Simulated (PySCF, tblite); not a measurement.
**C₃H₁₁NSi₂+ (doublet): geometry, infrared bands and EPR parameters**

What infrared bands and EPR parameters should C₃H₁₁NSi₂+ (doublet) (`C[Si@@H]1CC[SiH2][NH+]1`) show?

Computed with tblite 0.8.0 and PySCF 2.14.0, with density-fitted response routines of our own, on a single molecule in the gas phase. Atoms count from 0, in the outputs and in this text.

### 1 Starting geometry

17 atoms, charge 1, multiplicity 2; geometry from: force field or distance geometry start.

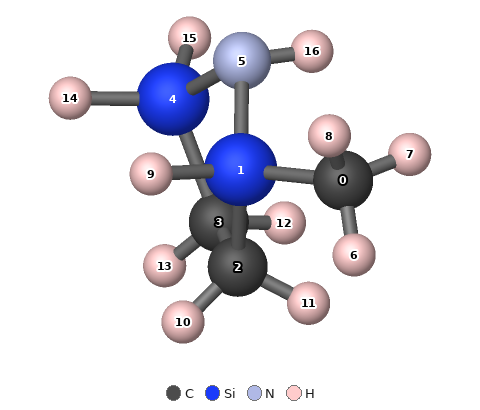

The starting geometry (carbon dark grey, silicon blue, nitrogen light blue, hydrogen pink), atoms numbered.

### 2 Optimising the geometry with GFN2-xTB

The job: settings as JSON, then the geometry in Å.

```
{"job": {"kind": "relax", "xc": "GFN2-xTB", "basis": "xTB"}, "charge": 1, "multiplicity": 2}
C      2.516300    -0.236300    -0.194200
Si     0.835400     0.239100     0.454800
C     -0.376100    -1.151500     0.412400
C     -1.679700    -0.624600    -0.146100
Si    -1.659700     1.215600    -0.077900
N      0.061800     1.557200    -0.469100
H      2.811400    -1.227100     0.155000
H      2.519300    -0.240900    -1.288800
H      3.261600     0.503600     0.133500
H      1.002600     0.666100     1.856000
H     -0.584400    -1.611800     1.385300
H     -0.023000    -1.953100    -0.271300
H     -1.835400    -0.992900    -1.169000
H     -2.510000    -1.009700     0.469900
H     -1.975000     1.723100     1.259900
H     -2.564200     1.819600    -1.050600
H      0.192000     1.335500    -1.469600
```

Launch:

```bash
$ OMP_NUM_THREADS=1 python probes_run.py task.json out
```

This one command runs all jobs of the session in turn.

Output:

```text
step      E/eV     max force
  0    -488.22506    3.357
  1    -488.70301    1.442
  2    -488.88924    0.629
  3    -488.96619    0.514
  4    -489.02972    0.548
  5    -489.06771    0.543
  6    -489.09526    0.429
  7    -489.12202    0.378
  8    -489.14022    0.372
  9    -489.15546    0.366
 10    -489.17418    0.356
 11    -489.19137    0.389
 12    -489.20926    0.460
 13    -489.23238    0.510
 14    -489.25758    0.367
 15    -489.26971    0.655
 16    -489.25585    1.669
 17    -489.28579    0.223
 18    -489.29119    0.176
 19    -489.30537    0.191
 20    -489.31731    0.270
 21    -489.32524    0.300
 22    -489.33207    0.218
 23    -489.33885    0.198
 24    -489.34781    0.268
 25    -489.35650    0.244
 26    -489.36257    0.347
 27    -489.36836    0.199
 28    -489.37259    0.222
 29    -489.37837    0.184
 30    -489.38402    0.212
 31    -489.39094    0.188
 32    -489.39631    0.176
 33    -489.40080    0.147
 34    -489.40562    0.167
 35    -489.41118    0.197
 36    -489.41639    0.236
 37    -489.42133    0.198
 38    -489.42606    0.150
 39    -489.43113    0.135
 40    -489.43464    0.152
 41    -489.44000    0.219
 42    -489.44458    0.235
 43    -489.44859    0.156
 44    -489.45088    0.109
 45    -489.45243    0.141
 46    -489.45404    0.151
 47    -489.45577    0.099
 48    -489.45739    0.110
 49    -489.45919    0.097
 50    -489.46149    0.139
 51    -489.46357    0.169
 52    -489.46570    0.155
 53    -489.46782    0.123
 54    -489.46979    0.115
 55    -489.47159    0.108
 56    -489.47324    0.114
 57    -489.47492    0.118
 58    -489.47664    0.116
 59    -489.47821    0.095
 60    -489.47930    0.081
 61    -489.47978    0.063
 62    -489.48044    0.061
 63    -489.48089    0.047
 64    -489.48128    0.047
 65    -489.48149    0.050
 66    -489.48175    0.043
 67    -489.48201    0.036
 68    -489.48225    0.035
 69    -489.48245    0.031
 70    -489.48268    0.050
 71    -489.48297    0.052
 72    -489.48330    0.050
 73    -489.48358    0.043
 74    -489.48385    0.039
 75    -489.48415    0.041
 76    -489.48452    0.043
 77    -489.48486    0.037
 78    -489.48510    0.040
 79    -489.48533    0.039
 80    -489.48563    0.041
 81    -489.48600    0.046
 82    -489.48640    0.066
 83    -489.48697    0.042
 84    -489.48736    0.028
 85    -489.48756    0.023
 86    -489.48763    0.025
 87    -489.48770    0.019
 88    -489.48778    0.018
 89    -489.48787    0.016
 90    -489.48794    0.019
 91    -489.48802    0.018
 92    -489.48809    0.018
 93    -489.48816    0.017
 94    -489.48821    0.021
 95    -489.48826    0.022
 96    -489.48832    0.018
 97    -489.48839    0.017
 98    -489.48845    0.017
 99    -489.48851    0.020
100    -489.48857    0.023
101    -489.48866    0.031
102    -489.48880    0.039
103    -489.48897    0.038
104    -489.48909    0.023
105    -489.48918    0.025
106    -489.48927    0.027
107    -489.48943    0.033
108    -489.48971    0.047
109    -489.49015    0.050
110    -489.49066    0.050
111    -489.49107    0.036
112    -489.49128    0.028
113    -489.49141    0.040
114    -489.49158    0.036
115    -489.49178    0.051
116    -489.49205    0.051
117    -489.49231    0.047
118    -489.49262    0.042
119    -489.49308    0.063
120    -489.49367    0.074
121    -489.49388    0.101
122    -489.49456    0.044
123    -489.49479    0.040
124    -489.49507    0.035
125    -489.49526    0.041
126    -489.49576    0.065
127    -489.49616    0.058
128    -489.49640    0.030
129    -489.49648    0.020
130    -489.49653    0.017
131    -489.49662    0.020
132    -489.49668    0.017
133    -489.49673    0.013
134    -489.49676    0.014
135    -489.49680    0.016
136    -489.49684    0.014
137    -489.49687    0.009
```

It took 0.83 s on 1 thread of Arm Neoverse V2, shared host.

The steps of the relaxation: (not every step is listed)

| step | energy from step 0 (eV) | largest force (eV/Å) |
| --- | --- | --- |
| 0 | 0.0000 | 3.3575 |
| 1 | -0.4780 | 1.4419 |
| 2 | -0.6642 | 0.6294 |
| 3 | -0.7411 | 0.5140 |
| 4 | -0.8047 | 0.5482 |
| 5 | -0.8426 | 0.5426 |
| 6 | -0.8702 | 0.4289 |
| 7 | -0.8970 | 0.3778 |
| 8 | -0.9152 | 0.3719 |
| 20 | -1.0923 | 0.2696 |
| 32 | -1.1713 | 0.1763 |
| 44 | -1.2258 | 0.1089 |
| 56 | -1.2482 | 0.1137 |
| 68 | -1.2572 | 0.0354 |
| 80 | -1.2606 | 0.0407 |
| 92 | -1.2630 | 0.0178 |
| 104 | -1.2640 | 0.0231 |
| 116 | -1.2670 | 0.0507 |
| 128 | -1.2713 | 0.0299 |
| 132 | -1.2716 | 0.0172 |
| 133 | -1.2717 | 0.0129 |
| 134 | -1.2717 | 0.0140 |
| 135 | -1.2717 | 0.0158 |
| 136 | -1.2718 | 0.0136 |
| 137 | -1.2718 | 0.0091 |

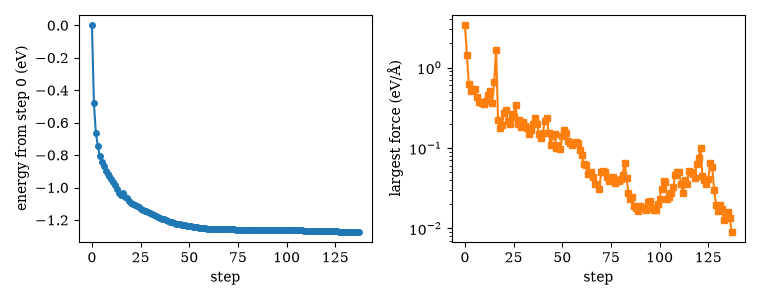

Energy and largest force along the relaxation.

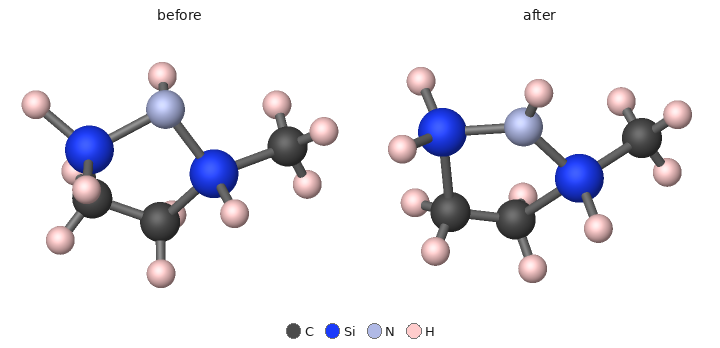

Before and after, at one scale.

Distances of close pairs at the start and the end, largest changes first:

| bond | before (Å) | after (Å) | change (Å) |
| --- | --- | --- | --- |
| Si1–C2 | 1.845 | 2.026 | +0.181 |
| C3–Si4 | 1.842 | 2.015 | +0.173 |
| Si4–N5 | 1.798 | 1.730 | -0.068 |
| C2–C3 | 1.513 | 1.460 | -0.053 |
| Si1–N5 | 1.786 | 1.741 | -0.045 |
| C2–H11 | 1.111 | 1.084 | -0.027 |
| N5–H16 | 1.033 | 1.008 | -0.025 |
| C0–Si1 | 1.863 | 1.887 | +0.024 |

The final coordinates are the input of the step that follows.

### 3 Harmonic vibrations with GFN2-xTB

The job: settings as JSON, then the geometry in Å.

```
{"job": {"kind": "ir", "xc": "GFN2-xTB", "basis": "xTB"}, "charge": 1, "multiplicity": 2}
C      2.483544    -0.257353    -0.380361
Si     0.959785     0.201211     0.634117
C     -0.409733    -1.258050     0.319524
C     -1.746872    -0.683323     0.209829
Si    -1.673104     1.202427    -0.495976
N     -0.026633     1.469320    -0.036181
H      2.907659    -1.207270    -0.065289
H      2.261693    -0.326469    -1.444199
H      3.256678     0.496489    -0.255195
H      1.067880     0.342897     2.084635
H     -0.262784    -1.866827     1.205387
H     -0.090454    -1.781553    -0.574527
H     -2.368205    -1.166035    -0.538420
H     -2.262391    -0.621372     1.162258
H     -2.647743     1.971728     0.265255
H     -1.829476     1.109933    -1.944344
H      0.373158     2.386279    -0.156423
```

Output:

```text
mode    cm-1     km/mol
  1      60.2      0.90
  2      88.3      0.64
  3     115.0      0.18
  4     141.8      1.17
  5     197.1      8.72
  6     292.5     23.16
  7     304.5     10.76
  8     429.3      3.08
  9     468.2     95.78
 10     482.9     50.31
 11     492.1     55.33
 12     500.2     72.98
 13     578.2     39.45
 14     596.6     95.09
 15     630.4     45.80
 16     644.9     14.52
 17     718.1     94.36
 18     741.6    190.07
 19     782.9     47.24
 20     813.6    176.53
 21     823.8     41.71
 22     844.5     92.87
 23     908.2     43.20
 24     984.7      6.81
 25    1083.8    114.17
 26    1083.9     50.08
 27    1148.5    332.25
 28    1169.5      5.01
 29    1217.1      1.29
 30    1346.8     18.64
 31    1382.6      4.15
 32    1425.6      6.27
 33    1432.9      5.66
 34    1444.2      0.88
 35    2273.3    124.03
 36    2293.4    158.16
 37    2323.7    175.47
 38    3005.0      9.85
 39    3011.6     22.97
 40    3014.1      4.52
 41    3035.8      6.52
 42    3036.2      5.14
 43    3038.8      6.48
 44    3050.6      8.40
 45    3471.3     16.12
```

It took 0.52 s on 1 thread of Arm Neoverse V2, shared host.

Which atoms move in the most intense modes:

| cm⁻¹ | km/mol | atoms |
| --- | --- | --- |
| 468 | 95.8 | H16 66 %, N5 15 % |
| 742 | 190.1 | H15 41 %, H14 41 % |
| 814 | 176.5 | H8 33 %, H7 25 %, C0 15 % |
| 1084 | 114.2 | H10 44 %, H11 26 %, C2 13 % |
| 1148 | 332.2 | H16 60 %, N5 30 % |
| 2273 | 124.0 | H9 96 % |
| 2293 | 158.2 | H15 96 % |
| 2324 | 175.5 | H14 96 % |

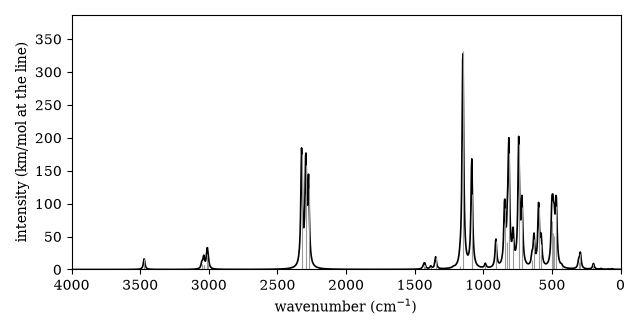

The infrared spectrum from these modes, unscaled. Lines are broadened to a width of 14 cm⁻¹ (Lorentzian).

### 4 g tensor and hyperfine couplings: B3LYP/pcH-1

The job, as its differences from that of step 3:

```diff
@@ -1,2 +1,2 @@
-{"job": {"kind": "ir", "xc": "GFN2-xTB", "basis": "xTB"}, "charge": 1, "multiplicity": 2}
+{"job": {"kind": "epr", "basis": "pcH-1"}, "charge": 1, "multiplicity": 2}
 C      2.483544    -0.257353    -0.380361
```

With the program's defaults for keys left out, this is: UKS B3LYP, pcH-1 on C H N Si, non-relativistic, mean-field spin-orbit, GIAO.

Output:

```text
UKS, coarse grid
  cycle   1  E = -754.38158893  |g| = 4.52e-01
  cycle   2  E = -754.16565038  |g| = 7.77e-01
  cycle   3  E = -754.42636604  |g| = 2.70e-01
  cycle   4  E = -754.46370839  |g| = 4.44e-02
  cycle   5  E = -754.46473738  |g| = 1.49e-02
  cycle   6  E = -754.46483311  |g| = 5.05e-03
  cycle   7  E = -754.46484541  |g| = 3.19e-03
  cycle   8  E = -754.46484917  |g| = 1.77e-03
  cycle   9  E = -754.46485264  |g| = 1.09e-03
  cycle  10  E = -754.46485320  |g| = 6.82e-04
UKS, final grid
  cycle   1  E = -754.46483350  |g| = 1.15e-03
  cycle   2  E = -754.46483069  |g| = 2.87e-03
  cycle   3  E = -754.46483432  |g| = 2.39e-04
  cycle   4  E = -754.46483437  |g| = 2.03e-04
  cycle   5  E = -754.46483444  |g| = 1.87e-05
  cycle   6  E = -754.46483444  |g| = 8.71e-06
E = -754.46483444 Eh   <S^2> = 0.7526 (exact 0.7500)
g shifts (ppm)      1          2          3
  rmc          -162       -162       -162
  gc             34          6         45
  oz_so       -1800       1583       4982
  total       -1928       1427       4865
hyperfine (MHz)  atom isotope    a_iso     a_fc   dipolar eigenvalues
    0   13C      -3.77      -3.80     -1.82     -1.52      3.34
    1  29Si     -20.57     -20.62    -51.06     24.15     26.91
    2   13C      23.94      23.92    -27.55    -25.78     53.34
    3   13C      15.46      15.43    -22.92    -20.74     43.66
    4  29Si     -40.70     -40.81    -46.97     21.87     25.10
    5   14N       2.02       2.01     -6.03     -5.60     11.62
    6    1H       1.01       1.00     -1.93     -1.13      3.06
    7    1H      -0.31      -0.31     -1.76     -1.19      2.94
    8    1H      28.26      28.26     -1.82     -0.58      2.41
    9    1H      94.73      94.73     -3.44     -0.67      4.12
   10    1H     110.42     110.41    -12.99     -6.02     19.01
   11    1H       7.96       7.96    -11.52     -3.37     14.89
   12    1H     121.01     121.00    -10.86     -6.17     17.03
   13    1H      15.29      15.29     -9.36     -3.33     12.69
   14    1H      -4.99      -4.99     -3.19     -1.69      4.88
   15    1H      86.41      86.41     -3.16     -0.58      3.74
   16    1H     -13.10     -13.12     -7.90     -2.69     10.59
```

It took 76 s on 1 thread of Arm Neoverse V2, shared host; peak memory 0.97 GiB.

Principal g values 2.00039, 2.00375, 2.00718; g(iso) = 2.00377, against 2.00232 for a free electron.

Mean a(iso) over the nuclei that a row names, and the largest dipolar term of the row (other rows stand at the frozen geometry):

| nuclei | isotope | a(iso) (MHz) | a(iso) (G, at g = 2.0023) | largest dipolar term (MHz) |
| --- | --- | --- | --- | --- |
| H12 | 1H | 121.0 | 43.2 | 17.0 |
| H10 | 1H | 110.4 | 39.4 | 19.0 |
| H9 | 1H | 94.7 | 33.8 | 4.1 |
| H15 | 1H | 86.4 | 30.8 | 3.7 |
| Si4 | 29Si | -40.7 | -14.5 | -47.0 |
| C2 | 13C | 23.9 | 8.5 | 53.3 |
| Si1 | 29Si | -20.6 | -7.3 | -51.1 |
| C3 | 13C | 15.5 | 5.5 | 43.7 |
| H13 | 1H | 15.3 | 5.5 | 12.7 |
| H16 | 1H | -13.1 | -4.7 | 10.6 |
| H6, H7, H8 | 1H | 9.7 | 3.4 | 3.1 |
| H11 | 1H | 8.0 | 2.8 | 14.9 |
| H14 | 1H | -5.0 | -1.8 | 4.9 |
| C0 | 13C | -3.8 | -1.3 | 3.3 |

Mulliken spin populations:

C0 0.00; Si1 0.12; C2 0.26; C3 0.20; Si4 0.12; N5 0.12; H6 0.00; H7 0.00; H8 0.01; H9 0.05; H10 0.04; H11 0.00; H12 0.05; H13 0.00; H14 -0.01; H15 0.05; H16 -0.01

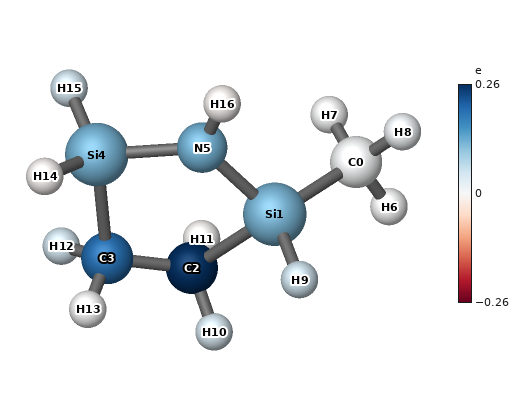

Mulliken spin populations, as colours on the atoms.

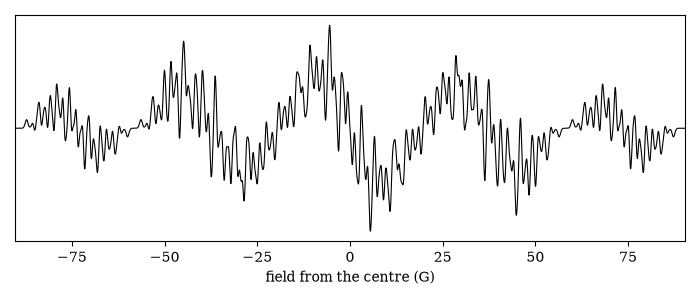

First-order isotropic spectrum (first derivative, main isotopes with spin only, couplings over 0.8 MHz, Gaussian width 0.4 G; couplings of the frozen geometry, rotation of groups not averaged beyond the rows shown).

The fields below are evaluated on a grid from the run's orbitals.

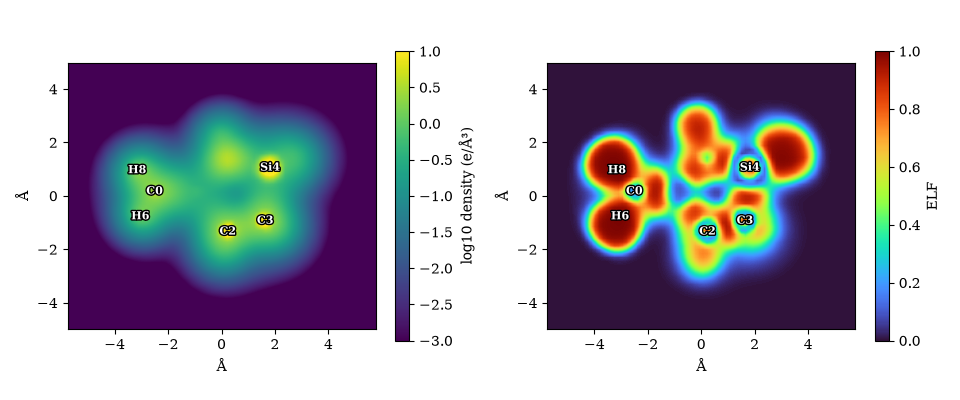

Density (left) and ELF (right) in a plane through or near 6 of the atoms.

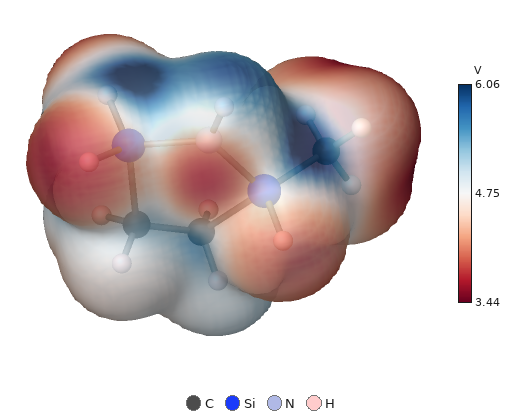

Electrostatic potential on the surface of density 0.002 e/bohr³; red is low, blue high. It runs from 3.44 to 6.06 V.

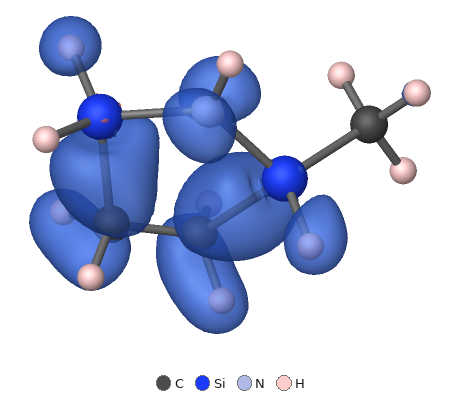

Spin density at ±0.02 e/Å³ (alpha excess blue, beta excess red).

### 5 What came out

```
                                 quantity                  value
strongest single infrared mode (GFN2-xTB)  1148 cm⁻¹, 332 km/mol
             zero-point energy (GFN2-xTB)          81.4 kcal/mol
                           g(iso) (B3LYP)                2.00377
                                     ⟨S²⟩     0.753 (exact 0.75)
       largest a(iso) (averaged by class)   1H on H12, 121.0 MHz
```

**Reading.** Relaxing lowered the energy by 1.272 eV in 137 steps; the close pair that moved most is Si1–C2, from 1.845 to 2.026 Å. All 45 modes are real, so the xTB geometry is a minimum. The strongest single mode, at 1148 cm⁻¹, moves mainly H16 and N5. Unscaled tight-binding wavenumbers are off by several per cent, some by more. Its intensities can rank the bands wrongly. The largest spin populations lie on C2 (0.26 e), C3 (0.20 e). The isotropic g lies 1.5 ppt above the free-electron value.
